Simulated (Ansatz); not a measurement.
**Molecular dynamics, with input and output: C3H8 (part 1 of 3)**

The run: molecular dynamics of C3H8 (disordered cell, 33 atoms in the cell). Method and program: DFT PBE-D3(BJ), scalar-relativistic, plane waves, PAW, no spin polarisation (Ansatz 0.2.0).

It belongs to a series of runs on one base structure; here: dynamics from the last frame of the run before.

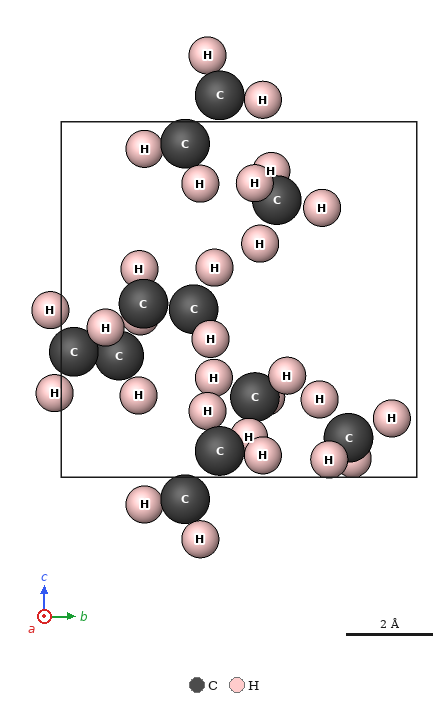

**Figure 1.** The starting structure (spheres-only view of the cell of the calculation, along the a axis).

Input:
```yaml
accuracy: low
crystal:
  lattice:
    - [8.269467, 0.0, 0.0]
    - [0.0, 8.269467, 0.0]
    - [0.0, 0.0, 8.269467]
  atoms:
    - { symbol: C, position: [0.67073007, 0.37275383, 0.47252623] }
    - { symbol: C, position: [0.58614807, 0.23180536, 0.48797723] }
    - { symbol: H, position: [0.74702437, 0.42028217, 0.38886719] }
    - { symbol: H, position: [0.67103208, 0.43153405, 0.58944101] }
    - { symbol: H, position: [0.58536927, 0.12530157, 0.42089956] }
    - { symbol: H, position: [0.51043076, 0.22056412, 0.58533231] }
    - { symbol: C, position: [0.52536612, 0.3488703, -0.06185486] }
    - { symbol: C, position: [0.50868204, 0.44607239, 0.07392582] }
    - { symbol: H, position: [0.59765371, 0.39165243, -0.17444094] }
    - { symbol: H, position: [0.4536675, 0.23468049, -0.07655145] }
    - { symbol: H, position: [0.54582674, 0.56763462, 0.06151098] }
    - { symbol: H, position: [0.44039044, 0.41197416, 0.18618518] }
    - { symbol: C, position: [0.05050894, 0.16343656, 0.34216347] }
    - { symbol: C, position: [0.14644116, 0.03598995, 0.35284844] }
    - { symbol: H, position: [0.01887816, 0.21796758, 0.22988298] }
    - { symbol: H, position: [0.00573449, 0.22311048, 0.45233079] }
    - { symbol: H, position: [0.18102591, -0.01812652, 0.23648061] }
    - { symbol: H, position: [0.17201341, -0.02995085, 0.46996101] }
    - { symbol: C, position: [0.75888892, 0.8083917, 0.11080962] }
    - { symbol: H, position: [0.64454435, 0.82007046, 0.05248393] }
    - { symbol: H, position: [0.79287363, 0.93033799, 0.16541426] }
    - { symbol: H, position: [0.8640083, 0.75427368, 0.04986384] }
    - { symbol: H, position: [0.75176699, 0.72711826, 0.21875651] }
    - { symbol: C, position: [0.02849937, 0.60666402, 0.77941286] }
    - { symbol: H, position: [0.05894169, 0.73411343, 0.7574645] }
    - { symbol: H, position: [-0.06632334, 0.5914682, 0.86123609] }
    - { symbol: H, position: [0.13176563, 0.54483971, 0.82693344] }
    - { symbol: H, position: [0.03020938, 0.5599272, 0.65694557] }
    - { symbol: C, position: [0.12217936, 0.54520747, 0.22547781] }
    - { symbol: H, position: [-0.00914817, 0.57696492, 0.22616208] }
    - { symbol: H, position: [0.18255451, 0.52850536, 0.1136981] }
    - { symbol: H, position: [0.14736045, 0.42986083, 0.27950444] }
    - { symbol: H, position: [0.19057018, 0.63601061, 0.2855293] }
basis:
  ecutwfc: 420.0
kpoints:
  mp_grid: { grid: [1, 1, 1] }
hamiltonian:
  xc: pbe
  dispersion: d3bj
scf:
  occupations: { method: fermi_dirac, width: 0.02 }
  lower_state_search: "off"
md:
  timestep: 0.5
  n_steps: 400
  ensemble: nvt_langevin
  temperature: 500.0
  initial_velocities: maxwell_boltzmann
  seed: 710420
  friction: 0.005
```

Hardware: 1 thread of Intel Xeon @ 2.70GHz, 189 GiB of memory available, shared host.

Command:
```bash
ansatz run input.yaml --threads 1 --pin off --max-ram 3072MiB --backend cpu --events-out ev --progress --plain --runs-dir out
```

Log:
```
Warning: md: disabling space-group detection — thermal motion breaks the input geometry's symmetry, so no spatial operation reduces the k-mesh or symmetrises the density; time reversal is kept, so that k and −k are solved as one point where they differ and the mesh holds both, and exact exchange and, on two spinor components, a DFT+U term hold to it where the run has them: on two components no moment then forms, and a state that bears one, which a typed moment (crystal.atoms[].spin; refused beside efield: under a hybrid functional) reaches, can lie lower, under hf by electronvolts; crystal.symmetry.detect: false (a key that needs symmetry detection or time reversal refuses this as the deck is read) with time_reversal: false beside it drops time reversal too
Engine: ansatz 0.2.0, x86_64-unknown-linux-gnu
Pseudopotentials: kind: paw
Pseudopotential: C, paw, valence charge 4, recommended cutoff 420 eV (normal), C.paw.azcp
Pseudopotential: H, paw, valence charge 1, recommended cutoff 420 eV (normal), H.paw.azcp
Functional definition: PBE
  parameter kappa = 0.804
  parameter beta = 0.06672455060314922
  exchange = pbe_x(kappa = kappa, mu = beta*pi^2/3)
  correlation = pbe_c(beta = beta)
Crystal: 33 atoms, lattice volume = 565.500 Å³
Basis set: ecut = 420 eV, 11067 PW (Γ), exchange–correlation on 120×120×120 points (8 copies of the dense FFT grid, shifted against one another)
Bands: 63, of which v1, the nominal top of the filled ones, is band 30 counted from 1 (29 counted from 0)
Symmetry: 1 space group operations
k-points: 1
Non-local potential: C, projectors of the file, l = 0: 2, l = 1: 2, l = 2: 1
Non-local potential: H, projectors of the file, l = 0: 2, l = 1: 1
PAW form: soft (Blöchl's): semilocal exchange-correlation on the pseudo side does not see the compensation charge
PAW one-centre angular grid: C, 110 points (default); XC on 64 Gauss nodes
PAW one-centre angular grid: H, 110 points (default); XC on 64 Gauss nodes
Initial density: superposition of atomic densities (neutral atoms: chi_scale 0, normalization atom), corrected by the library's trained network
Initial wavefunctions: pseudopotential atomic-orbital guess
Functional: x = pbe(κ = 0.804, μ = 0.2195149727645171), c = pbe(β = 0.06672455060314922)
SCF iter   1: F=—  HF=-2642.244589 eV  |F-HF|=—  |Δ(HF+E_count)|=         —  Δρ=2.65e-3  dr2=6.06e-2  ethr=1.77e-3  ⟨swp⟩=6.0  Hψ=303  notcnv=0  defer=16
preconditioner: auto → Resta (q_TF=auto, 1.877 Å⁻¹)  ε∞=1.8  [insulator: Δε(μ)=4.896 eV  Ē_g=13.695 eV  σ=0.020 eV  W_gap=1.00  n_scr=80 (ndim 8)  ℏωp=12.1 eV  f_vac=0.414  D(μ)=0.00/eV (n_scr^D=0)  ε∞_Penn≈1.8]
SCF iter   2: F=—  HF=-2642.246761 eV  |F-HF|=—  |Δ(HF+E_count)|=   2.17e-3  Δρ=1.34e-3  dr2=1.38e-2  ethr=1.01e-4  ⟨swp⟩=3.0  Hψ=104  notcnv=0  defer=29
SCF iter   3: F=—  HF=-2642.253213 eV  |F-HF|=—  |Δ(HF+E_count)|=   6.45e-3  Δρ=4.81e-4  dr2=2.37e-3  ethr=2.30e-5  ⟨swp⟩=3.0  Hψ=57  notcnv=0  defer=29
SCF iter   4: F=—  HF=-2642.254128 eV  |F-HF|=—  |Δ(HF+E_count)|=   9.15e-4  Δρ=2.93e-4  dr2=6.77e-4  ethr=3.95e-6  ⟨swp⟩=2.0  Hψ=67  notcnv=0  defer=29
SCF iter   5: F=—  HF=-2642.254059 eV  |F-HF|=—  |Δ(HF+E_count)|=   6.88e-5  Δρ=1.00e-4  dr2=8.55e-5  ethr=1.13e-6  ⟨swp⟩=2.0  Hψ=66  notcnv=0  defer=29
SCF iter   6: F=—  HF=-2642.254049 eV  |F-HF|=—  |Δ(HF+E_count)|=   1.04e-5  Δρ=2.56e-5  dr2=6.16e-6  ethr=1.42e-7  ⟨swp⟩=2.0  Hψ=60  notcnv=0  defer=29
SCF iter   7: F=—  HF=-2642.254318 eV  |F-HF|=—  |Δ(HF+E_count)|=   2.69e-4  Δρ=1.31e-5  dr2=1.31e-6  ethr=1.03e-8  ⟨swp⟩=2.0  Hψ=67  notcnv=0  defer=29
SCF iter   8: F=—  HF=-2642.254318 eV  |F-HF|=—  |Δ(HF+E_count)|=   5.97e-7  Δρ=5.38e-6  dr2=1.99e-7  ethr=2.18e-9  ⟨swp⟩=2.0  Hψ=64  notcnv=0  defer=29
SCF iter   9: F=-2642.254319 eV  HF=-2642.254319 eV  |F-HF|=3.82e-8  |Δ(HF+E_count)|=   3.05e-7  Δρ=1.79e-6  dr2=2.92e-8  ethr=5.50e-11  ⟨swp⟩=5.0  Hψ=173  notcnv=0
SCF 1 converged in 9 iterations: F = -2642.254319 eV  dr2 = 2.92e-8
  greatest PAW one-centre occupation: 0.686 electrons in one spin orbital (limit 2), on the C atom at site 1 (counted from 0), in its partial waves of l = 0
md step     0: t =     0.00 fs  T =   484.8 K  F+E_penalty+E_count = -2642.25431860 eV  E_kin = 2.068160 eV  (9 SCF iters)
Initial density: handed on by an earlier stage of this run
Initial wavefunctions: those handed on with the density
iter 1 solved again at ethr=5.95e-5 eV; its pass at ethr=3.10e-3 eV (dr2=3.57e-2 eV) is discarded
SCF iter   1: F=—  HF=-2642.396139 eV  |F-HF|=—  |Δ(HF+E_count)|=         —  Δρ=3.40e-3  dr2=3.78e-2  ethr=5.95e-5  ⟨swp⟩=11.0  Hψ=349  notcnv=0
preconditioner: auto → Resta (q_TF=auto, 1.877 Å⁻¹)  ε∞=1.8  [insulator: Δε(μ)=4.867 eV  Ē_g=13.647 eV  σ=0.020 eV  W_gap=1.00  n_scr=80 (ndim 8)  ℏωp=12.1 eV  f_vac=0.417  D(μ)=0.00/eV (n_scr^D=0)  ε∞_Penn≈1.8  vacuum switching on, ρ_ref=1.4e-2 e/Å³]
SCF iter   2: F=—  HF=-2642.387560 eV  |F-HF|=—  |Δ(HF+E_count)|=   8.58e-3  Δρ=1.41e-3  dr2=4.55e-3  ethr=5.95e-5  ⟨swp⟩=4.0  Hψ=125  notcnv=0
SCF iter   3: F=—  HF=-2642.387235 eV  |F-HF|=—  |Δ(HF+E_count)|=   3.24e-4  Δρ=4.83e-4  dr2=9.55e-4  ethr=7.58e-6  ⟨swp⟩=2.0  Hψ=113  notcnv=0
SCF iter   4: F=—  HF=-2642.387182 eV  |F-HF|=—  |Δ(HF+E_count)|=   5.38e-5  Δρ=2.06e-4  dr2=2.68e-4  ethr=1.59e-6  ⟨swp⟩=2.0  Hψ=92  notcnv=0
SCF iter   5: F=—  HF=-2642.387148 eV  |F-HF|=—  |Δ(HF+E_count)|=   3.40e-5  Δρ=4.32e-5  dr2=7.11e-6  ethr=4.46e-7  ⟨swp⟩=2.0  Hψ=91  notcnv=0
SCF iter   6: F=—  HF=-2642.387422 eV  |F-HF|=—  |Δ(HF+E_count)|=   2.75e-4  Δρ=1.24e-5  dr2=9.87e-7  ethr=1.19e-8  ⟨swp⟩=2.0  Hψ=92  notcnv=0
SCF iter   7: F=—  HF=-2642.387422 eV  |F-HF|=—  |Δ(HF+E_count)|=   2.25e-8  Δρ=5.10e-6  dr2=1.84e-7  ethr=1.64e-9  ⟨swp⟩=2.0  Hψ=92  notcnv=0
SCF iter   8: F=-2642.387422 eV  HF=-2642.387422 eV  |F-HF|=2.16e-9  |Δ(HF+E_count)|=   1.16e-8  Δρ=1.30e-6  dr2=9.26e-9  ethr=5.50e-11  ⟨swp⟩=3.0  Hψ=218  notcnv=0
SCF 2 converged in 8 iterations: F = -2642.387422 eV  dr2 = 9.26e-9
  greatest PAW one-centre occupation: 0.686 electrons in one spin orbital (limit 2), on the C atom at site 12 (counted from 0), in its partial waves of l = 0
md step     1: t =     0.50 fs  T =   515.9 K  F+E_penalty+E_count = -2642.38742246 eV  E_kin = 2.200825 eV  (8 SCF iters)
[... from here on the SCF iterations and repeated set-up lines of each step are left out, up to the last step ...]
md step     2: t =     1.00 fs  T =   546.8 K  F+E_penalty+E_count = -2642.47450351 eV  E_kin = 2.332221 eV  (8 SCF iters)
md step     3: t =     1.50 fs  T =   546.5 K  F+E_penalty+E_count = -2642.48013615 eV  E_kin = 2.331125 eV  (8 SCF iters)
md step     4: t =     2.00 fs  T =   526.3 K  F+E_penalty+E_count = -2642.39862692 eV  E_kin = 2.245167 eV  (8 SCF iters)
md step     5: t =     2.50 fs  T =   495.0 K  F+E_penalty+E_count = -2642.25402365 eV  E_kin = 2.111495 eV  (5 SCF iters)
md step     6: t =     3.00 fs  T =   452.1 K  F+E_penalty+E_count = -2642.09177889 eV  E_kin = 1.928562 eV  (5 SCF iters)
md step     7: t =     3.50 fs  T =   427.1 K  F+E_penalty+E_count = -2641.96235667 eV  E_kin = 1.821638 eV  (5 SCF iters)
md step     8: t =     4.00 fs  T =   414.3 K  F+E_penalty+E_count = -2641.90340955 eV  E_kin = 1.767368 eV  (5 SCF iters)
md step     9: t =     4.50 fs  T =   409.2 K  F+E_penalty+E_count = -2641.93160054 eV  E_kin = 1.745583 eV  (5 SCF iters)
md step    10: t =     5.00 fs  T =   431.9 K  F+E_penalty+E_count = -2642.03366360 eV  E_kin = 1.842195 eV  (8 SCF iters)
md step    11: t =     5.50 fs  T =   479.2 K  F+E_penalty+E_count = -2642.18329884 eV  E_kin = 2.044204 eV  (5 SCF iters)
md step    12: t =     6.00 fs  T =   516.4 K  F+E_penalty+E_count = -2642.33780564 eV  E_kin = 2.202711 eV  (5 SCF iters)
md step    13: t =     6.50 fs  T =   550.1 K  F+E_penalty+E_count = -2642.46512989 eV  E_kin = 2.346376 eV  (5 SCF iters)
md step    14: t =     7.00 fs  T =   564.2 K  F+E_penalty+E_count = -2642.53968885 eV  E_kin = 2.406455 eV  (5 SCF iters)
md step    15: t =     7.50 fs  T =   561.3 K  F+E_penalty+E_count = -2642.55025136 eV  E_kin = 2.394232 eV  (5 SCF iters)
md step    16: t =     8.00 fs  T =   543.6 K  F+E_penalty+E_count = -2642.50240962 eV  E_kin = 2.318564 eV  (5 SCF iters)
md step    17: t =     8.50 fs  T =   524.6 K  F+E_penalty+E_count = -2642.42401280 eV  E_kin = 2.237609 eV  (5 SCF iters)
md step    18: t =     9.00 fs  T =   509.6 K  F+E_penalty+E_count = -2642.35767057 eV  E_kin = 2.173588 eV  (6 SCF iters)
md step    19: t =     9.50 fs  T =   506.2 K  F+E_penalty+E_count = -2642.34370584 eV  E_kin = 2.159116 eV  (5 SCF iters)
md step    20: t =    10.00 fs  T =   524.3 K  F+E_penalty+E_count = -2642.40272557 eV  E_kin = 2.236616 eV  (8 SCF iters)
md step    21: t =    10.50 fs  T =   561.3 K  F+E_penalty+E_count = -2642.52255534 eV  E_kin = 2.394413 eV  (5 SCF iters)
md step    22: t =    11.00 fs  T =   583.2 K  F+E_penalty+E_count = -2642.65995188 eV  E_kin = 2.487567 eV  (5 SCF iters)
md step    23: t =    11.50 fs  T =   620.4 K  F+E_penalty+E_count = -2642.75975092 eV  E_kin = 2.646330 eV  (5 SCF iters)
md step    24: t =    12.00 fs  T =   622.6 K  F+E_penalty+E_count = -2642.77688878 eV  E_kin = 2.655571 eV  (5 SCF iters)
md step    25: t =    12.50 fs  T =   605.3 K  F+E_penalty+E_count = -2642.69124078 eV  E_kin = 2.582141 eV  (5 SCF iters)
md step    26: t =    13.00 fs  T =   561.6 K  F+E_penalty+E_count = -2642.51412456 eV  E_kin = 2.395699 eV  (5 SCF iters)
md step    27: t =    13.50 fs  T =   508.4 K  F+E_penalty+E_count = -2642.28172338 eV  E_kin = 2.168787 eV  (5 SCF iters)
md step    28: t =    14.00 fs  T =   466.8 K  F+E_penalty+E_count = -2642.05409274 eV  E_kin = 1.991287 eV  (5 SCF iters)
md step    29: t =    14.50 fs  T =   425.3 K  F+E_penalty+E_count = -2641.89430362 eV  E_kin = 1.814202 eV  (5 SCF iters)
md step    30: t =    15.00 fs  T =   415.5 K  F+E_penalty+E_count = -2641.82950465 eV  E_kin = 1.772220 eV  (8 SCF iters)
md step    31: t =    15.50 fs  T =   422.8 K  F+E_penalty+E_count = -2641.84642926 eV  E_kin = 1.803616 eV  (5 SCF iters)
md step    32: t =    16.00 fs  T =   439.5 K  F+E_penalty+E_count = -2641.91569560 eV  E_kin = 1.874596 eV  (5 SCF iters)
md step    33: t =    16.50 fs  T =   449.5 K  F+E_penalty+E_count = -2642.00485072 eV  E_kin = 1.917466 eV  (5 SCF iters)
md step    34: t =    17.00 fs  T =   467.9 K  F+E_penalty+E_count = -2642.08678245 eV  E_kin = 1.996071 eV  (6 SCF iters)
md step    35: t =    17.50 fs  T =   474.0 K  F+E_penalty+E_count = -2642.15071582 eV  E_kin = 2.021699 eV  (5 SCF iters)
md step    36: t =    18.00 fs  T =   478.8 K  F+E_penalty+E_count = -2642.19844578 eV  E_kin = 2.042272 eV  (5 SCF iters)
md step    37: t =    18.50 fs  T =   480.5 K  F+E_penalty+E_count = -2642.22184380 eV  E_kin = 2.049495 eV  (5 SCF iters)
md step    38: t =    19.00 fs  T =   480.0 K  F+E_penalty+E_count = -2642.20795717 eV  E_kin = 2.047645 eV  (6 SCF iters)
md step    39: t =    19.50 fs  T =   461.2 K  F+E_penalty+E_count = -2642.15548173 eV  E_kin = 1.967448 eV  (5 SCF iters)
md step    40: t =    20.00 fs  T =   447.5 K  F+E_penalty+E_count = -2642.09009183 eV  E_kin = 1.908887 eV  (8 SCF iters)
md step    41: t =    20.50 fs  T =   456.3 K  F+E_penalty+E_count = -2642.05859223 eV  E_kin = 1.946247 eV  (5 SCF iters)
md step    42: t =    21.00 fs  T =   467.2 K  F+E_penalty+E_count = -2642.10717095 eV  E_kin = 1.993078 eV  (5 SCF iters)
md step    43: t =    21.50 fs  T =   502.2 K  F+E_penalty+E_count = -2642.25976715 eV  E_kin = 2.142349 eV  (6 SCF iters)
md step    44: t =    22.00 fs  T =   538.9 K  F+E_penalty+E_count = -2642.48382165 eV  E_kin = 2.298899 eV  (5 SCF iters)
md step    45: t =    22.50 fs  T =   586.8 K  F+E_penalty+E_count = -2642.70589030 eV  E_kin = 2.502838 eV  (5 SCF iters)
md step    46: t =    23.00 fs  T =   608.0 K  F+E_penalty+E_count = -2642.85368258 eV  E_kin = 2.593294 eV  (5 SCF iters)
md step    47: t =    23.50 fs  T =   608.7 K  F+E_penalty+E_count = -2642.89012442 eV  E_kin = 2.596321 eV  (5 SCF iters)
md step    48: t =    24.00 fs  T =   580.6 K  F+E_penalty+E_count = -2642.81569924 eV  E_kin = 2.476786 eV  (5 SCF iters)
md step    49: t =    24.50 fs  T =   559.2 K  F+E_penalty+E_count = -2642.66633246 eV  E_kin = 2.385301 eV  (5 SCF iters)
md step    50: t =    25.00 fs  T =   525.0 K  F+E_penalty+E_count = -2642.49541239 eV  E_kin = 2.239611 eV  (8 SCF iters)
md step    51: t =    25.50 fs  T =   489.1 K  F+E_penalty+E_count = -2642.35210329 eV  E_kin = 2.086383 eV  (5 SCF iters)
md step    52: t =    26.00 fs  T =   473.6 K  F+E_penalty+E_count = -2642.25995893 eV  E_kin = 2.020073 eV  (5 SCF iters)
md step    53: t =    26.50 fs  T =   464.1 K  F+E_penalty+E_count = -2642.21306499 eV  E_kin = 1.979637 eV  (5 SCF iters)
md step    54: t =    27.00 fs  T =   463.9 K  F+E_penalty+E_count = -2642.20262273 eV  E_kin = 1.979011 eV  (5 SCF iters)
md step    55: t =    27.50 fs  T =   469.5 K  F+E_penalty+E_count = -2642.22125895 eV  E_kin = 2.002538 eV  (5 SCF iters)
md step    56: t =    28.00 fs  T =   490.1 K  F+E_penalty+E_count = -2642.25397006 eV  E_kin = 2.090379 eV  (5 SCF iters)
md step    57: t =    28.50 fs  T =   485.3 K  F+E_penalty+E_count = -2642.28689351 eV  E_kin = 2.070240 eV  (5 SCF iters)
md step    58: t =    29.00 fs  T =   504.3 K  F+E_penalty+E_count = -2642.31316096 eV  E_kin = 2.151241 eV  (5 SCF iters)
md step    59: t =    29.50 fs  T =   501.5 K  F+E_penalty+E_count = -2642.31880398 eV  E_kin = 2.139105 eV  (5 SCF iters)
preconditioner: auto → Resta (q_TF=auto, 1.877 Å⁻¹)  ε∞=1.8  [insulator: Δε(μ)=4.776 eV  Ē_g=13.462 eV  σ=0.020 eV  W_gap=1.00  n_scr=80 (ndim 8)  ℏωp=12.1 eV  f_vac=0.406  D(μ)=0.00/eV (n_scr^D=0)  ε∞_Penn≈1.8  vacuum switching on, ρ_ref=1.3e-2 e/Å³]
md step    60: t =    30.00 fs  T =   488.0 K  F+E_penalty+E_count = -2642.29374175 eV  E_kin = 2.081574 eV  (8 SCF iters)
```

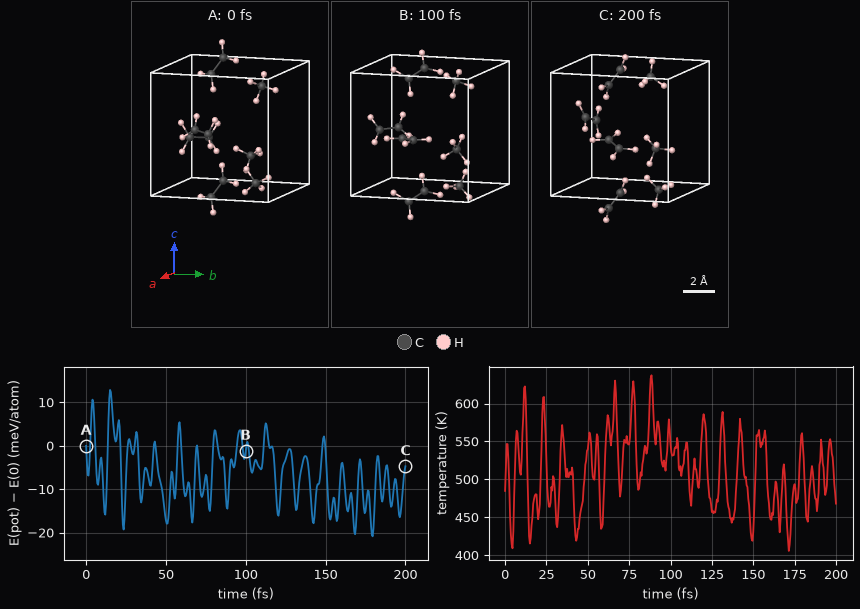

**Figure 2.** Frames of the molecular dynamics (ball-and-stick, simulation cell, seen slightly off an axis) above the curves, on which the letters mark them. The trajectory kept here has 401 frames over 200 fs. The temperature starts at 485 K, ranges from 406 to 637 K and averages 502 K over the second half. The potential energy ends 4.7 meV/atom below its first value. With the common drift removed, the root-mean-square displacement is 1.65 Å, and H25 has moved furthest (2.67 Å).

```
automatic band count: iteration 1 solves 37 bands in place of 63: the levels show a gap, and the empty bands left out lie too high to hold charge; the band table lists the bands solved (type scf.n_extra_bands for more)
preconditioner: auto → Resta (q_TF=auto
[...]
SCF converged after 8 iterations
Free energy (F): -2642.409821 eV
Harris-Foulkes:  -2642.409821 eV  (|F-HF|=2.11e-10)
Internal energy: -2642.409821 eV  (E = F + TS)
E sigma→0 (E₀):  -2642.409821 eV
Fermi energy:    -1.752708 eV
--- Per-component energies (eV) ---
  E_band       = -558.675248
  E_kinetic    = 1141.762905
  E_local      = -3726.374638  (includes V_loc(G=0)·N_el)
  E_nonlocal   = 288.327993
  E_hartree    = 1311.885956
  E_xc         = -644.328427
  E_vxc        = -807.302944  (∫ρ·V_xc dr)
  E_paw        = -908.347204  (= ΣΔE_a)
  E_vpaw       = -78.828848  (= ΣTr[D̂ρ^β])
  E_aug_tail   = -0.032716  (compensation charges beyond the density's cutoff)
  E_ewald      = -104.492199
  E_disp       = -0.811491  (pairwise vdW)
  E_smearing   = -0.000000  (= −TS)
  E_closure    = 0.000000  (closes the sum)
  Σ components = -2642.409821   (vs F -2642.409821, Δ=0.00e0)
```
